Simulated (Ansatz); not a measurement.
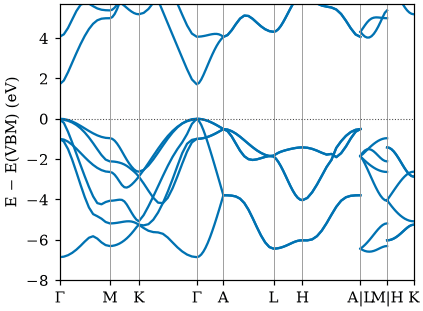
Band structure from PBE (plane waves, PAW; program Ansatz)

Read off the gap and where the band edges lie.

About 1.7 eV (1.71 eV by a search for the band edges); maximum at Γ, minimum at Γ.

Which compound is it?
A. BeTe, P6_222 (Be on 3d, Te on 3c)
B. BeSe, P6_222 (Be on 3d, Se on 3c)
C. GaN, wurtzite
D. SiC, wurtzite

C, GaN, wurtzite

Space group P6_3mc (wurtzite). Symmetry was held in the PBE relaxation. Scalar-relativistic: spin–orbit coupling is off unless named, which matters more the heavier the elements.

Potentials: the later of the program's two PAW sets.
